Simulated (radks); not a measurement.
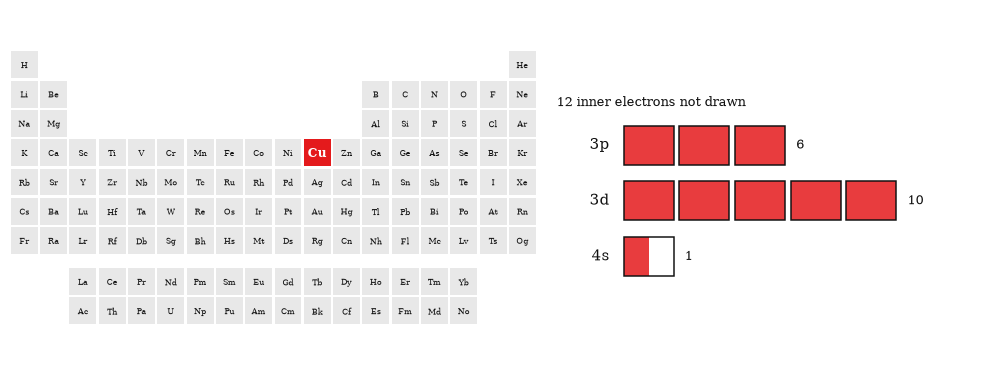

Figure 1. Left, the place of copper in the periodic table; right, the outer shells as the input fills them: a box for each of the 2l + 1 orbitals, shaded by the share of the shell that is filled, with the electron count at the right.

## Atomic calculation, with input and output: Cu

A free Cu atom in the configuration [Ar] 3d10 4s1 (high spin). Computed at this level: non-relativistic Kohn-Sham, PBE, spin-polarised, spherical densities, point nucleus (the in-house radial solver radks).

**Input**
```
Z 29
configuration [Ar] 3d10 4s1
relativity non-relativistic
functional pbe,pbe
spin polarised
nucleus point
threshold 0.001
max_iterations 73
```

Energies in input and log are in hartree, lengths in bohr.

Hardware: 1 thread of Arm Neoverse V1, 23 GiB of memory available, shared host.

The run was one of a batch that the task file lists, launched with:
```bash
python <driver script> task.json out
```

**The program's output**
```
1s      1   1.0000        -321.42516585
2s      1   1.0000         -38.21111676
2p      1   3.0000         -33.49870569
3s      1   1.0000          -4.07426561
3p      1   3.0000          -2.61029117
3d      1   5.0000          -0.19215569
4s      1   1.0000          -0.17745678
1s      2   1.0000        -321.42414631
2s      2   1.0000         -38.21253949
2p      2   3.0000         -33.49953244
3s      2   1.0000          -4.07582872
3p      2   3.0000          -2.61124942
3d      2   5.0000          -0.18649996
4s      2   0.0000          -0.14284388
Etot -1640.2987975470655
Ekin 1639.1110932442193
Encl -3926.6916641419675
Eh 714.2129049749055
Exc -66.93113162422287
err 0.0004067056875116953
it 12
```

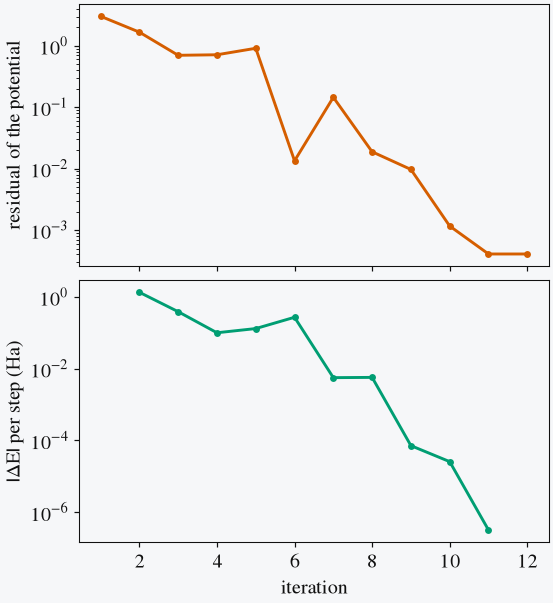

Figure 2. Convergence: residual of the potential and change of the energy from step to step (the smallest changes aren't drawn) against the iteration. The residual comes down, with one marked jump up, by a factor of about 10, at step 7. It goes from 3.0 to 0.00041 in 12 steps.

**What the run reported**

- outcome: converged
- total energy: −1640.2988 hartree
- kinetic energy: 1639.1111 hartree
- electron–nucleus energy: −3926.6917 hartree
- Hartree energy: 714.212905 hartree
- exchange–correlation energy: −66.931132 hartree
- radius at density 0.001 e/bohr³: 4.10 bohr
- SCF iterations: 12

**What is odd here**

A numerical setting was moved from its usual value: convergence threshold tolx = 0.001. The program ran to the end, and its total energy equals that of the same run with the usual input (−1640.29880 hartree) within 10⁻⁵ hartree, so the oddity leaves no trace in it.
